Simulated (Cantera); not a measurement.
A closed system holds: 1 mol SiCl4, a varied amount of HCl, 0.2 mol H2, at 1125 °C and 1.40 bar.

These are equilibrium values from Cantera (NASA tables, ideal gas, pure condensed phases), not measurements of a reactor. Candidate condensed phases: Si; 19 gas species. The tables' values for SiCl3 are old estimates; treat these amounts as uncertain. Equilibrium is a limit: real reactors are often held back by kinetics, nucleation or transport.

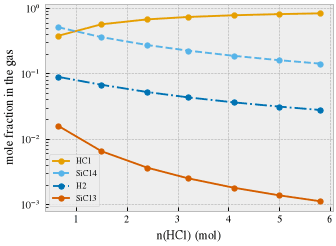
Fig. 1. Equilibrium gas composition (values under 1e-9 drawn at 1e-9)

Task: Read off the mole fractions at 1.5 mol HCl.

Result: HCl about 0.56, SiCl4 about 0.36, H2 about 0.067, SiCl3 about 0.0065.
